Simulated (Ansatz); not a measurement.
# BF2H3O4Si: what the fields show

Input file:

```
crystal:
  periodic: [false, false, false]
  atoms:
    - {symbol: B, position_ang: [-0.401088, 1.376497, -1.325572]}
    - {symbol: F, position_ang: [-0.082304, 2.350483, -0.468209]}
    - {symbol: F, position_ang: [-0.800016, 1.742727, -2.526974]}
    - {symbol: O, position_ang: [0.707473, -2.116870, 0.168797]}
    - {symbol: O, position_ang: [1.254548, 0.323447, 1.190967]}
    - {symbol: O, position_ang: [-1.205905, -0.760563, 1.420614]}
    - {symbol: O, position_ang: [-0.311991, 0.089019, -0.981729]}
    - {symbol: Si, position_ang: [0.124468, -0.622574, 0.480330]}
    - {symbol: H, position_ang: [1.481825, -2.194976, -0.394796]}
    - {symbol: H, position_ang: [1.079064, 1.270522, 1.193387]}
    - {symbol: H, position_ang: [-1.780772, -1.514811, 1.263785]}
basis:
  gaussian:
    orbitals: def2-SVPD
total_charge: 0
hamiltonian:
  xc: pbe0
output: {forces: true, orbitals: {seedname: orbitals}}
```

Command:

```sh
ansatz run input.yaml --threads 2 --pin off --max-ram 6090MiB --events-out events.jsonl --progress --plain --runs-dir runs
```

Geometry: PBE0-D4/def2-SVP.

Computed with Ansatz 0.2.0, isolated molecule in a Gaussian basis; Kohn-Sham density functional theory, functional PBE0.

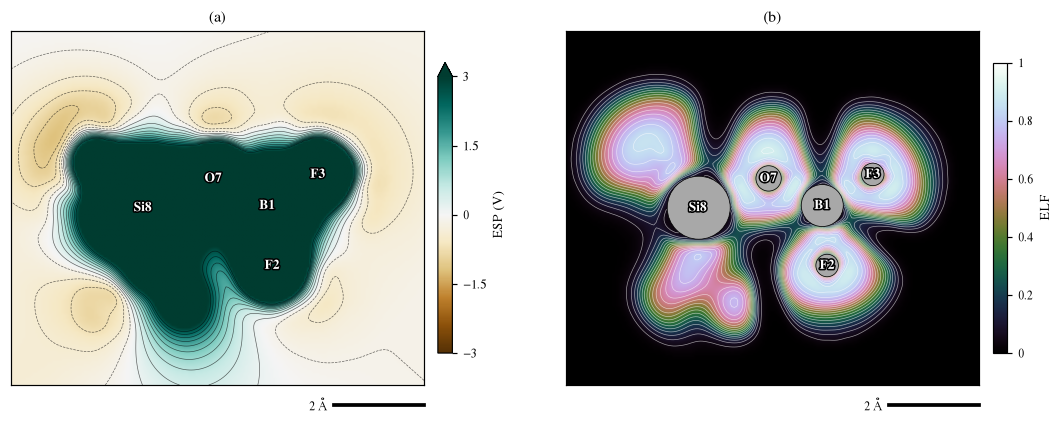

Figure 1. (a) electrostatic potential; (b) ELF on the plane of atoms F3, B1 and O7. Grey discs cover the atomic cores in the ELF map.

**Read the bonding off the picture.**

Atoms in the plane: B, F, O and Si.
B–F (1.32 Å): the ELF peaks at about 0.85 between the atoms (a shared but strongly polarised pair).
B–O (1.34 Å): the ELF peaks at about 0.90 between the atoms; a polar covalent bond.
Si–O (1.68 Å): the ELF peaks at about 0.90 between the atoms, as expected for a polar covalent bond.
The ELF also peaks beside F2, F3, O7 and O4, away from the bonds: lone-pair regions.
Outside the dense part of the molecule the potential is most negative (−1.2 V) near O4, which lies off the plane.

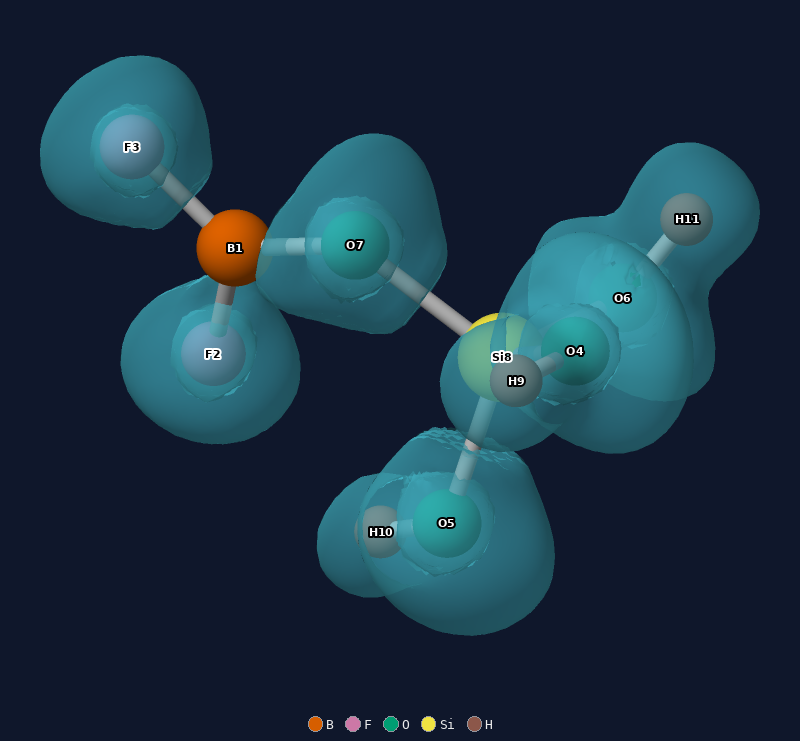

Figure 2. Isosurface of the electron localisation function at 0.75 (cyan), seen at a tilt. Core shells and regions of very low density are left out.

**Describe the localisation domains.**

The surface consists of two regions on F in which the atom's valence shell and bonds are merged, one region on O in which the atom's valence shell and bonds are merged and three joined regions spread over several atoms (H, O), in which their bonds and any lone pairs are merged.

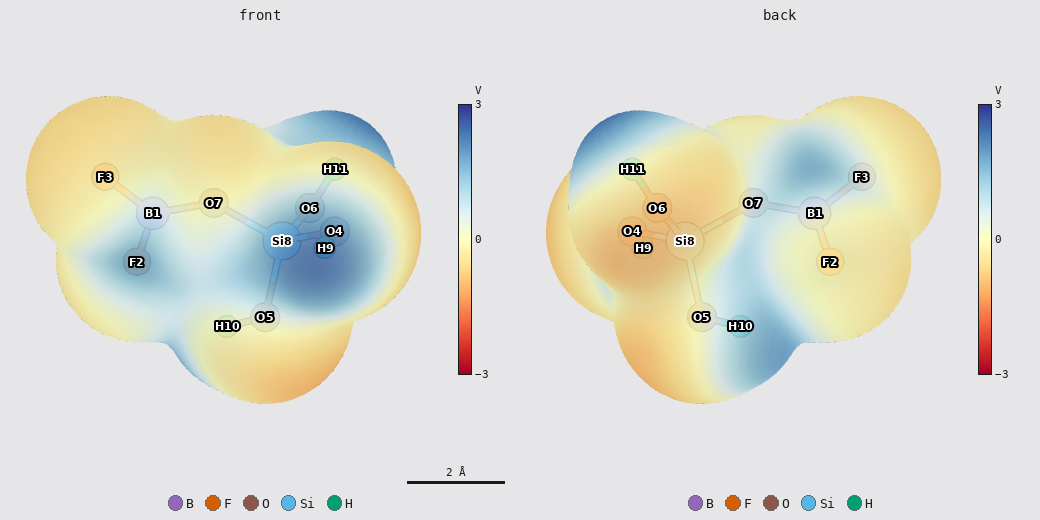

Figure 3. The molecular electrostatic potential painted on the density surface at 0.001 e/bohr³, seen from the front and from behind; red is negative and blue positive.

**Which sites attract a positive test charge, and which a negative one?**

A positive charge is drawn to the negative regions and a negative charge to the positive ones. The most negative region (about −1.0 V, or −23 kcal/mol for a unit charge) lies over O5 and O6, the most positive (about +2.3 V, or +53 kcal/mol for a unit charge) over H9 and H11.

**What dipole moment does the calculation give?**

Its dipole moment is 1.03 D.
